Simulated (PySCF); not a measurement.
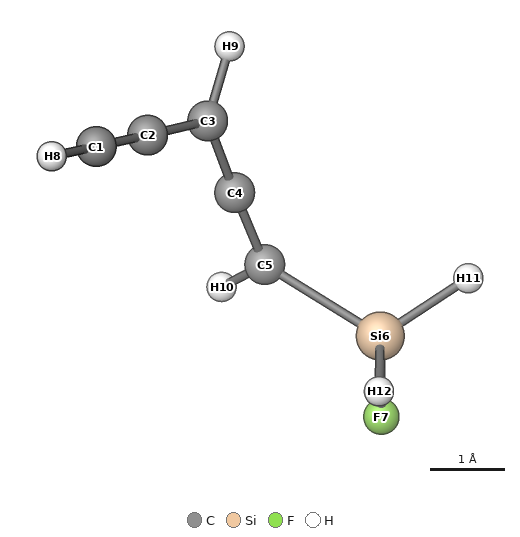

Figure 1. The structure as given in the input (ball-and-stick view, seen at a tilt; atoms are numbered from 1 in the order of the input). Bond lengths as drawn: C–C 1.20 to 1.41 Å, C–H 1.05 to 1.08 Å, C–Si 1.88 Å, F–Si 1.61 Å and H–Si 1.45 to 1.46 Å.

Run report: C5H5FSi, NMR shielding calculation

System: C5H5FSi, SMILES C#CC=C=C[SiH2]F.
Method: GIAO PBE0/pcSseg-1 NMR shielding, non-relativistic, gas phase (PySCF 2.14.0).

The geometry comes from this level: GFN2-xTB. Figures and captions count atoms from 1; the log counts them from 0 in places.

### What the program printed
```
coarse grid: 11240 points
cycle   1  E = -582.1769038313  dE =  9.178e-01  |g| = 6.236e-01  |ddm| = 3.551e+00
cycle   2  E = -582.1278243240  dE =  4.908e-02  |g| = 8.691e-01  |ddm| = 1.582e+00
cycle   3  E = -582.2499727549  dE = -1.221e-01  |g| = 1.042e-01  |ddm| = 9.710e-01
cycle   4  E = -582.2519573999  dE = -1.985e-03  |g| = 4.517e-02  |ddm| = 1.440e-01
cycle   5  E = -582.2523279938  dE = -3.706e-04  |g| = 2.674e-02  |ddm| = 4.546e-02
cycle   6  E = -582.2524976178  dE = -1.696e-04  |g| = 3.381e-03  |ddm| = 2.114e-02
cycle   7  E = -582.2524997108  dE = -2.093e-06  |g| = 1.801e-03  |ddm| = 4.434e-03
final grid: 106432 points
cycle   8  E = -582.3014414820  dE = -2.311e-05  |g| = 5.409e-03  |ddm| = 4.215e-02
cycle   9  E = -582.3014355264  dE =  5.956e-06  |g| = 7.090e-03  |ddm| = 1.344e-02
cycle  10  E = -582.3014491923  dE = -1.367e-05  |g| = 1.331e-03  |ddm| = 7.963e-03
cycle  11  E = -582.3014496552  dE = -4.629e-07  |g| = 1.262e-04  |ddm| = 1.263e-03
cycle  12  E = -582.3014496573  dE = -2.126e-09  |g| = 7.222e-05  |ddm| = 1.330e-04
cycle  13  E = -582.3014496583  dE = -1.041e-09  |g| = 2.661e-05  |ddm| = 7.042e-05
cycle  14  E = -582.3014496585  dE = -1.610e-10  |g| = 1.069e-05  |ddm| = 2.783e-05
```

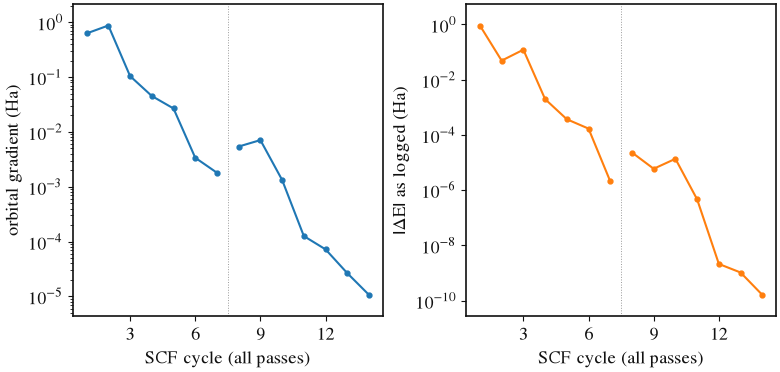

Figure 2. Convergence of the self-consistent field: orbital gradient and size of the energy change against the SCF cycle. The dotted line marks the change from a coarse to the final integration grid. The first 7 cycles use a coarse grid, the final grid takes over at cycle 8, and the field converges after 14 cycles in all.

```
converged SCF energy = -582.3014496585

GIAO shielding tensors (ppm)
atom      isotropic    diamagn.    paramagn.     s11        s22        s33       span
  0 C       93.984     258.344    -164.360     35.591     40.239    206.121    170.531
  1 C      109.013     257.168    -148.155     11.116     17.077    298.845    287.729
  2 C      111.957     260.986    -149.029     35.948    136.757    163.167    127.219
  3 C      -45.092     263.105    -308.197    -68.376    -67.562      0.663     69.039
  4 C      102.152     264.867    -162.715     19.294    134.782    152.379    133.085
  5 Si     357.689     876.926    -519.238    319.394    336.935    416.737     97.342
  6 F      392.095     465.696     -73.601    368.290    373.272    434.724     66.434
  7 H       28.970      34.107      -5.138     25.106     25.196     36.608     11.502
  8 H       26.346      27.926      -1.580     22.622     27.596     28.820      6.199
  9 H       26.107      29.848      -3.741     23.759     26.292     28.270      4.511
 10 H       26.307      28.345      -2.039     23.044     25.154     30.722      7.678
 11 H       26.257      29.069      -2.812     22.977     25.267     30.529      7.552
```

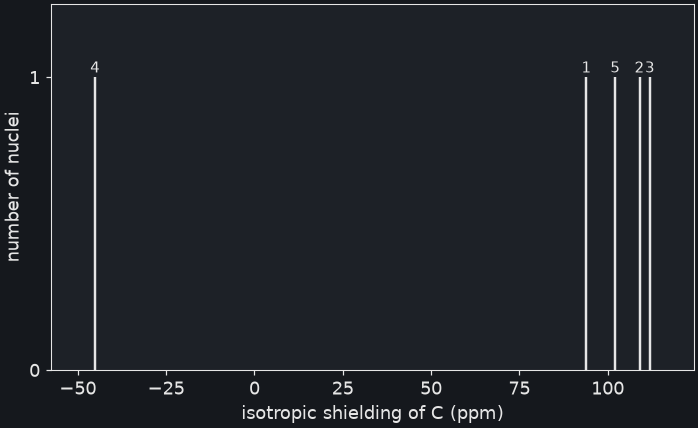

Figure 3. Isotropic shieldings of the carbon nuclei in this fixed geometry, labelled by atom number; shielding grows to the right, so chemical shift grows to the left. The least shielded is C4 (−45.1 ppm), the most shielded C3 (112.0 ppm).

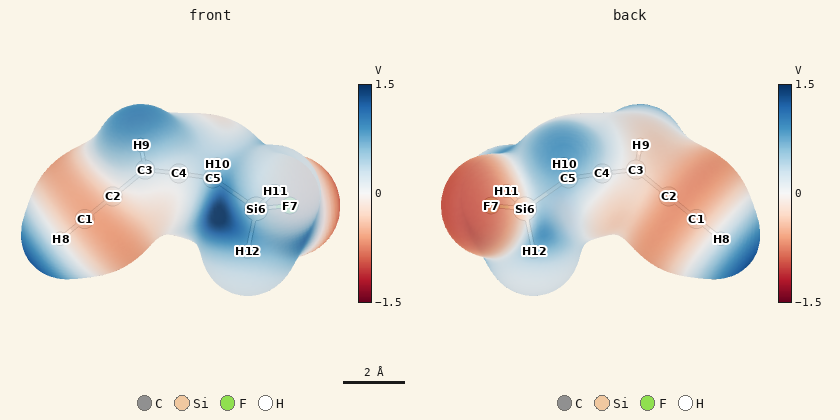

Figure 4. The molecular electrostatic potential painted on the density surface at 0.001 e/bohr³, seen face on and from behind; red is negative and blue positive. A positive charge is drawn to the negative regions and a negative charge to the positive ones. Its dipole moment is 1.27 D.

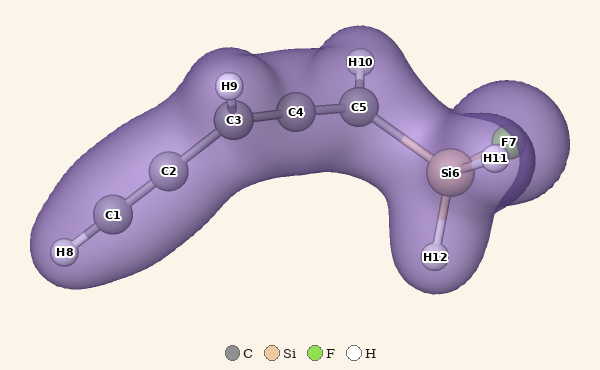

Figure 5. Isosurface of the electron density at 0.2 e/Å³ (purple), seen at a tilt. At this value the surface is in one piece. On the grid the lowest density along these lines, outside the cores, is 2.7 e/Å³ (C–C, 1.20 Å), 0.9 e/Å³ (Si–F, 1.61 Å), 0.78 e/Å³ (C–Si, 1.88 Å) and 2 e/Å³ (C–H, 1.05 Å).

This output came from the following input.

### Input file
```
{"job": {"kind": "nmr", "xc": "PBE0", "basis": "pcSseg-1"}, "charge": 0, "multiplicity": 1}
C      3.375479    -0.471740    -0.463366
C      2.392160     0.216646    -0.440565
C      1.242112     1.035740    -0.416200
C      0.156115     0.705827     0.230326
C     -0.936158     0.344802     0.822577
Si    -2.323510    -0.639912     0.015875
F     -3.413200    -0.828616     1.189411
H      4.234855    -1.072174    -0.487025
H      1.308033     1.976635    -0.949962
H     -1.088637     0.614677     1.861480
H     -3.017258     0.104956    -1.025118
H     -1.928793    -1.987526    -0.363460
```

The first line tells a small driver script what to run in PySCF; the rest is the geometry in Å.

Run as:
```bash
OMP_NUM_THREADS=1 python <driver script> task.json out
```

### Key numbers

| quantity | value |
| --- | --- |
| outcome | converged |
| total energy | −582.301450 hartree |
| HOMO | −7.12 eV |
| LUMO | −0.95 eV |
| dipole moment | 1.27 D |
| isotropic shielding, C | −45.1 to 112.0 ppm |
| isotropic shielding, Si | 357.7 ppm |
| isotropic shielding, F | 392.1 ppm |
| isotropic shielding, H | 26.1 to 29.0 ppm |
| hardware | 1 CPU thread, shared host |
| wall time | 34 s |
| peak memory | 0.71 GiB |
